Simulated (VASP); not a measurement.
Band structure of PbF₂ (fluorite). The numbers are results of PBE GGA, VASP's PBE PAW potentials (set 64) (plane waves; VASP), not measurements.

Unless said otherwise, spin-orbit coupling is left out, though it shifts the bands of the heavy elements here.

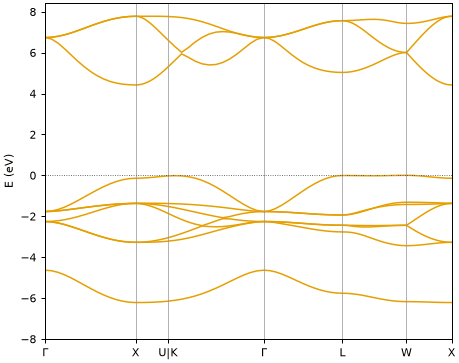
Bands along high-symmetry lines, zero at the valence-band maximum or, without a gap, the Fermi level

### Question
Read the plot: is there a gap, and where are the band edges?

### Answer
The gap is indirect, 4.42 eV, from the valence maximum at W to the conduction minimum at X. (Edges off the drawn lines would not show.)

The compound is PbF2 in the fluorite structure, the β form. It was relaxed first.
